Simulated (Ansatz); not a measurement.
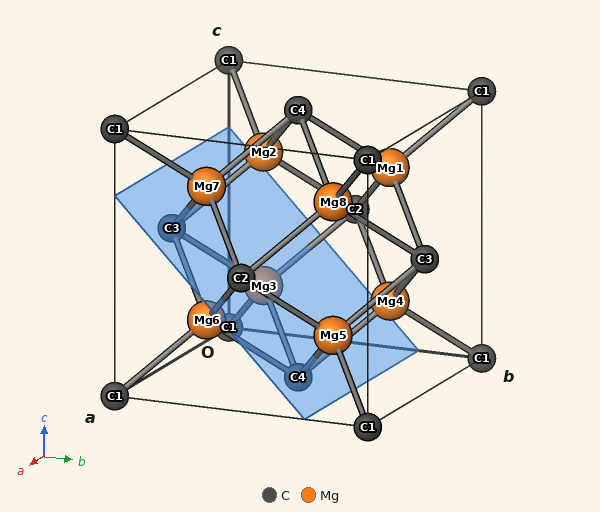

The shaded plane is a symmetry element of the crystal. Crystal: Mg2C, the geometry relaxed with DFT, PBEsol, plane waves, PAW in Ansatz 0.2.0; the starting structure was generated, so it need not be a known form of this composition. All values are computed from the atomic coordinates in the standard setting (tolerance 0.002 Å).

a = 5.424 Å, b = 5.424 Å, c = 5.424 Å, α = 90.00°, β = 90.00°, γ = 90.00°.

```tsv
atom	x	y	z
C1	0.0000	0.0000	0.0000
Mg1	0.2500	0.7500	0.7500
Mg2	0.2500	0.2500	0.7500
C2	0.0000	0.5000	0.5000
Mg3	0.2500	0.2500	0.2500
Mg4	0.2500	0.7500	0.2500
C3	0.5000	0.0000	0.5000
Mg5	0.7500	0.7500	0.2500
Mg6	0.7500	0.2500	0.2500
C4	0.5000	0.5000	0.0000
Mg7	0.7500	0.2500	0.7500
Mg8	0.7500	0.7500	0.7500
```

Q: Is it a mirror or a glide plane, and what is the operation?

A: It is a glide plane with glide vector (1/2, 1/4, −1/4), parallel to (0 1 1), through (1/2, 3/8, 3/8): x, y, z → x+1/2, −z+1, −y+1/2.

Q: Onto which atom does it carry each atom (up to whole multiples of a, b and c)?

A: C1 → C3, Mg1 → Mg7, Mg2 → Mg6, C2 → C4, Mg3 → Mg5, Mg4 → Mg8, C3 → C2, Mg5 → Mg1, Mg6 → Mg4, C4 → C1, Mg7 → Mg3, Mg8 → Mg2.
